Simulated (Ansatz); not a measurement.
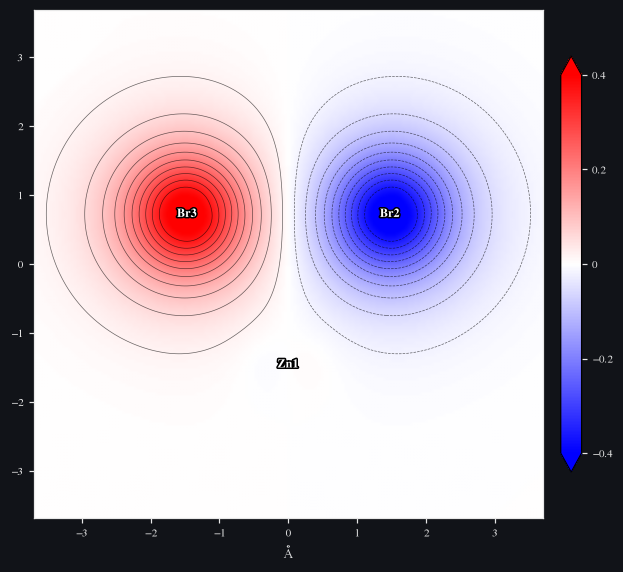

*Br$_{2}$Zn (charge −1, quartet). The HOMO (β) on a plane 0.8 Å above the molecular plane (values in Å⁻³ᐟ²; the overall sign is arbitrary).*

Geometry: PBE-D4/def2-TZVPD; the highest occupied orbital lies above zero, a sign that basis and functional describe the outermost electron poorly.

Computed with UKS PBE0-D4/def2-TZVPD in Ansatz 0.2.0.

Q: What is the character of this orbital?

A: By Hirshfeld shares it lies mainly on Br2 (about 50 %) and Br3 (about 50 %); it changes sign across the molecular plane (π type). Its energy is −4.14 eV.
